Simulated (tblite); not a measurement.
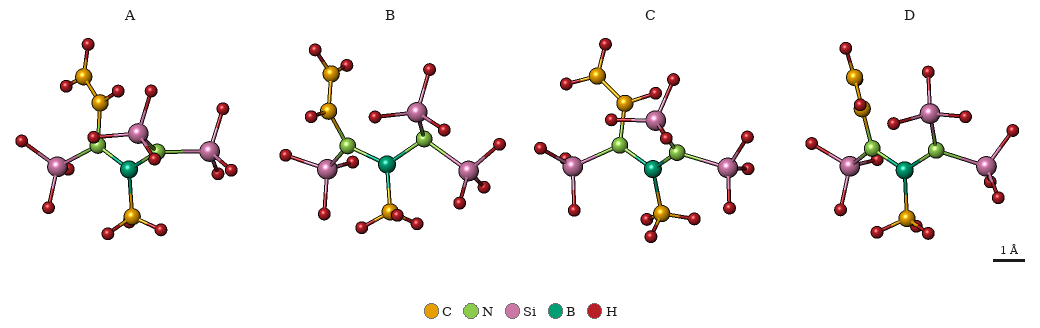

4 geometries from one relaxation of C$_{3}$H$_{15}$BN$_{2}$Si$_{3}$, in shuffled order. Style: ball-and-stick. Shown at a tilt.

Computed with GFN2-xTB geometry optimisation, gas phase (tblite 0.8.0). 

Question: Order the frames from highest to lowest energy.

Answer: B, D, A, C. They are steps 0, 104, 156, 298, at +37.0 kcal/mol, +4.72 kcal/mol, +1.50 kcal/mol relative to the last. After 298 geometry steps the energy has fallen by 37.0 kcal/mol. The largest move after the best rigid fit is that of an H atom, 3.22 Å. Largest moves by element: H 3.22 Å, C 1.44 Å, Si 1.09 Å, N 0.82 Å, B 0.25 Å. Near-neighbour distances that change, for instance: B–N 1.517 → 1.431 Å, B–N 1.525 → 1.445 Å, N–Si 1.813 → 1.748 Å, C–N 1.435 → 1.387 Å. Among the angles between lasting bonds that change: Si–N–Si 104.4° → 117.3°, B–N–Si 111.2° → 121.2°, B–N–Si 112.0° → 121.1°. Groups turn about B–C by about 105°, B–N by about 90°, C–N by about 80°.
